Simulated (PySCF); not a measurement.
## NMR shielding calculation of C₄H₇FS

System: C₄H₇FS.
Method: GIAO PBE0/pcSseg-1 NMR shielding, non-relativistic, gas phase (PySCF 2.14.0).

The geometry comes from this level: GFN2-xTB, MD frame at 250 fs, 300 K. It belongs to a series of runs on one base structure; here: MD frame at 250 fs, 300 K. Figures and captions count atoms from 1; the log counts them from 0 in places.

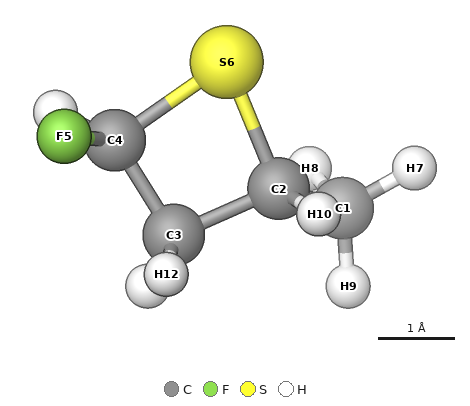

**Figure 1.** The structure as given in the input (ball-and-stick view, seen at a tilt; atoms are numbered from 1 in the order of the input). Bond lengths as drawn: C–C 1.49 to 1.57 Å, C–F 1.35 Å, C–H 1.07 to 1.10 Å and C–S 1.81 to 1.83 Å.

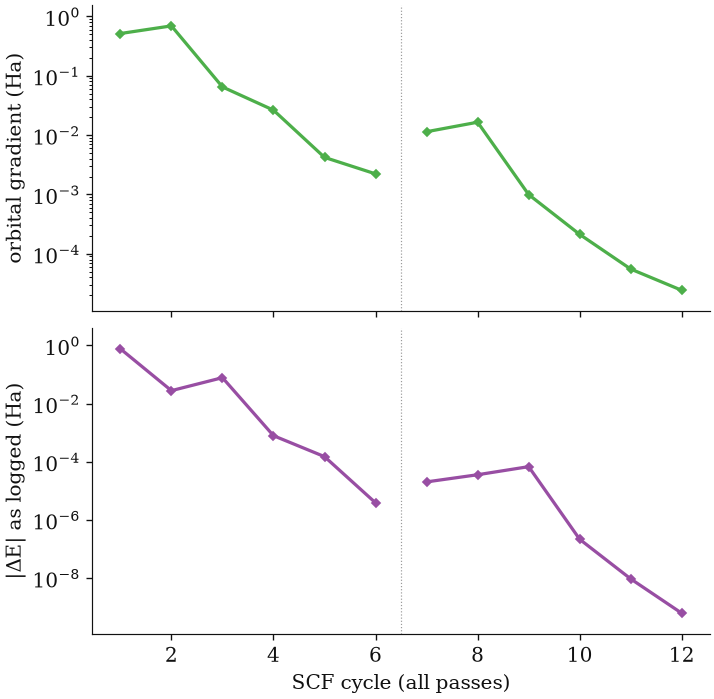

**Figure 2.** Convergence of the self-consistent field: orbital gradient and size of the energy change against the SCF cycle. The dotted line marks the change from a coarse to the final integration grid. The first 6 cycles use a coarse grid, the final grid takes over at cycle 7, and the field converges after 12 cycles in all.

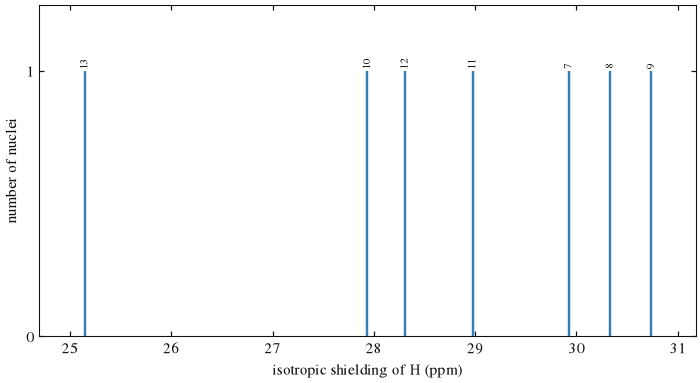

**Figure 3.** Isotropic shieldings of the hydrogen nuclei in this fixed geometry, labelled by atom number; shielding grows to the right, so chemical shift grows to the left. The least shielded is H13 (25.1 ppm), the most shielded H9 (30.7 ppm).

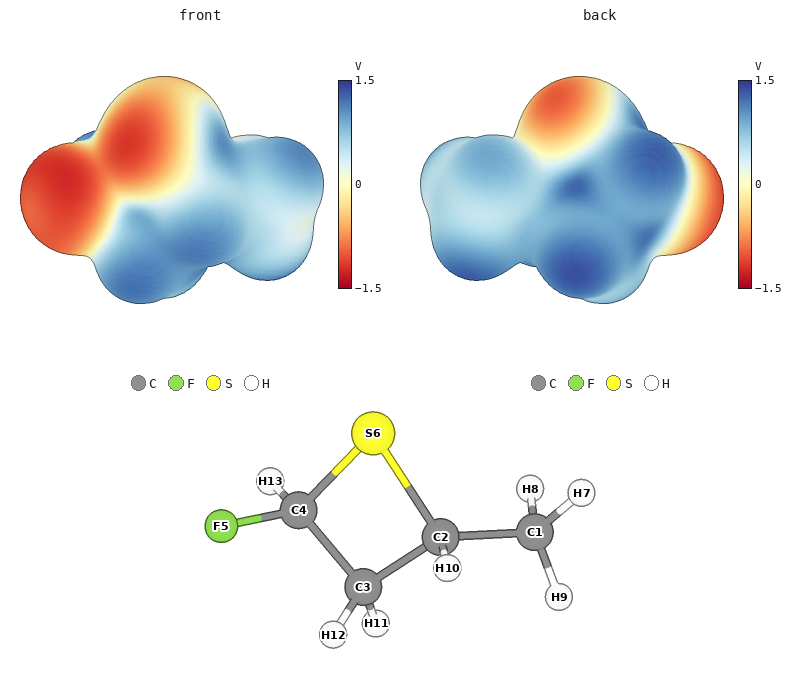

**Figure 4.** The molecular electrostatic potential painted on the density surface at 0.004 e/bohr³, seen face on and from behind; red is negative and blue positive. The bare structure is drawn below in the same view.

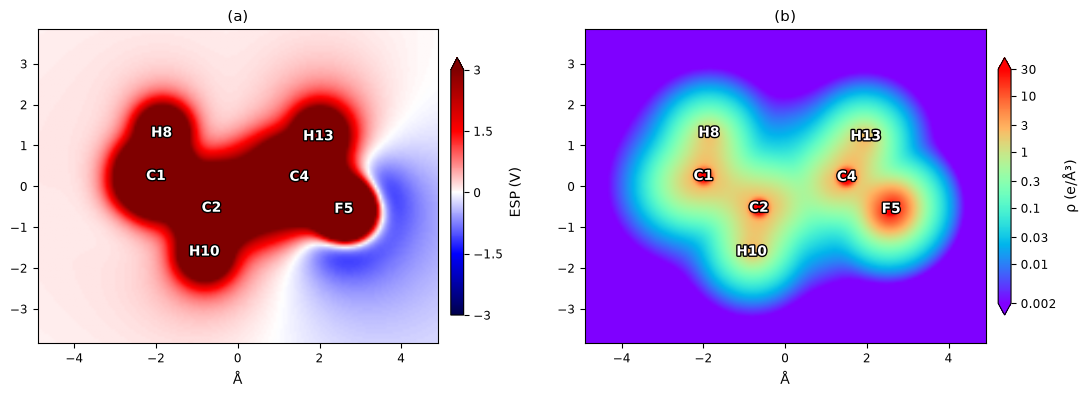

**Figure 5.** (a) molecular electrostatic potential; (b) total electron density on the plane of atoms F5, C4 and H13. Atoms in the plane: C, F and H. C–H (1.09 Å): ρ is about 2 e/Å³ halfway. C–C (1.57 Å): ρ at the midpoint is about 1.5 e/Å³.

The input that produced these results follows, with the program's output.

Input file:
```
{"job": {"kind": "nmr", "xc": "PBE0", "basis": "pcSseg-1", "pop": false}, "charge": 0, "multiplicity": 1}
C      1.502700    -0.042300     0.078700
C      0.074100     0.581800     0.297500
C     -0.962000    -0.224900     1.072500
C     -1.993400    -0.332500     0.005300
F     -3.156500     0.250300     0.365500
S     -1.041700     0.689300    -1.150200
H      2.102000     0.660700    -0.510700
H      1.441900    -0.883900    -0.613100
H      1.950200    -0.381100     0.985900
H      0.143500     1.536300     0.809300
H     -0.675200    -1.168400     1.537200
H     -1.397300     0.395600     1.850000
H     -2.383200    -1.258400    -0.450100
```

The first line tells a small driver script what to run in PySCF; the rest is the geometry in Å.

Launch command:
```bash
OMP_NUM_THREADS=1 python <driver script> task.json out
```

Output:
```
coarse grid: 11400 points
cycle   1  E = -654.0741554732  dE =  7.680e-01  |g| = 5.140e-01  |ddm| = 3.242e+00
cycle   2  E = -654.0462712057  dE =  2.788e-02  |g| = 6.913e-01  |ddm| = 7.658e-01
cycle   3  E = -654.1241078900  dE = -7.784e-02  |g| = 6.471e-02  |ddm| = 4.172e-01
cycle   4  E = -654.1248937376  dE = -7.858e-04  |g| = 2.630e-02  |ddm| = 6.979e-02
cycle   5  E = -654.1250431135  dE = -1.494e-04  |g| = 4.208e-03  |ddm| = 2.640e-02
cycle   6  E = -654.1250469523  dE = -3.839e-06  |g| = 2.219e-03  |ddm| = 9.064e-03
final grid: 105792 points
cycle   7  E = -654.1704193029  dE = -2.019e-05  |g| = 1.139e-02  |ddm| = 2.703e-02
cycle   8  E = -654.1703837198  dE =  3.558e-05  |g| = 1.647e-02  |ddm| = 2.813e-02
cycle   9  E = -654.1704512544  dE = -6.753e-05  |g| = 9.942e-04  |ddm| = 1.802e-02
cycle  10  E = -654.1704514682  dE = -2.137e-07  |g| = 2.122e-04  |ddm| = 1.010e-03
cycle  11  E = -654.1704514774  dE = -9.271e-09  |g| = 5.526e-05  |ddm| = 2.476e-04
cycle  12  E = -654.1704514780  dE = -6.100e-10  |g| = 2.422e-05  |ddm| = 8.509e-05
converged SCF energy = -654.1704514780

GIAO shielding tensors (ppm)
atom      isotropic    diamagn.    paramagn.     s11        s22        s33       span
  0 C      160.585     246.514     -85.929    140.252    150.890    190.613     50.361
  1 C      152.857     246.218     -93.361    128.643    159.442    170.487     41.844
  2 C      144.178     247.936    -103.758    113.453    144.262    174.818     61.365
  3 C       90.593     247.254    -156.660     42.383     86.018    143.379    100.996
  4 F      319.284     470.238    -150.954    278.477    326.677    352.699     74.222
  5 S      381.544    1055.156    -673.612    163.275    268.862    712.496    549.222
  6 H       29.921      28.620       1.301     25.830     27.506     36.428     10.598
  7 H       30.330      29.754       0.576     26.833     29.319     34.839      8.006
  8 H       30.735      29.574       1.162     26.547     27.937     37.721     11.174
  9 H       27.935      30.415      -2.480     22.906     28.432     32.467      9.561
 10 H       28.974      29.710      -0.735     25.175     27.660     34.088      8.913
 11 H       28.306      29.719      -1.414     25.306     27.232     32.380      7.075
 12 H       25.145      29.187      -4.042     18.874     27.553     29.008     10.135
```

Key numbers:

```json
{"quantity": "outcome", "value": "converged"}
{"quantity": "total energy", "value": "−654.170451 hartree"}
{"quantity": "HOMO", "value": "−6.88 eV"}
{"quantity": "LUMO", "value": "0.05 eV"}
{"quantity": "dipole moment", "value": "2.58 D"}
{"quantity": "isotropic shielding, C", "value": "90.6 to 160.6 ppm"}
{"quantity": "isotropic shielding, F", "value": "319.3 ppm"}
{"quantity": "isotropic shielding, S", "value": "381.5 ppm"}
{"quantity": "isotropic shielding, H", "value": "25.1 to 30.7 ppm"}
{"quantity": "hardware", "value": "1 CPU thread, shared host"}
{"quantity": "wall time", "value": "45 s"}
{"quantity": "peak memory", "value": "0.7 GiB"}
```
